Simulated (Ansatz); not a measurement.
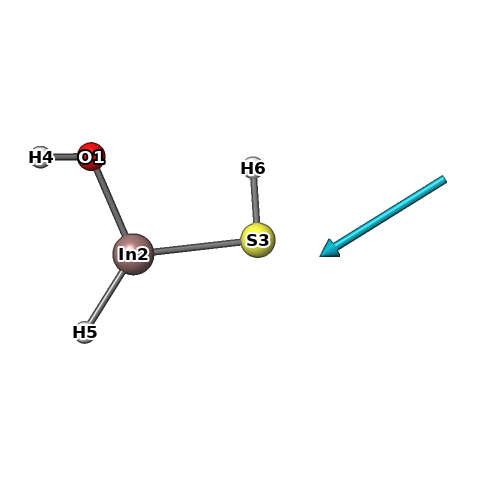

The arrow beside the molecule shows the direction of the dipole moment, from the negative to the positive end (its length means nothing). Computed geometry: PBE0-D4/def2-TZVP optimisation. No frequency run is at hand to confirm it as a minimum. Level of theory: RKS B3LYP-D4/def2-TZVPP, core potentials on In (Ansatz 0.2.0).

How large is the dipole moment?

2.13 D; it points from the side of H6 to the side of H5 (the outermost atoms at the two ends).
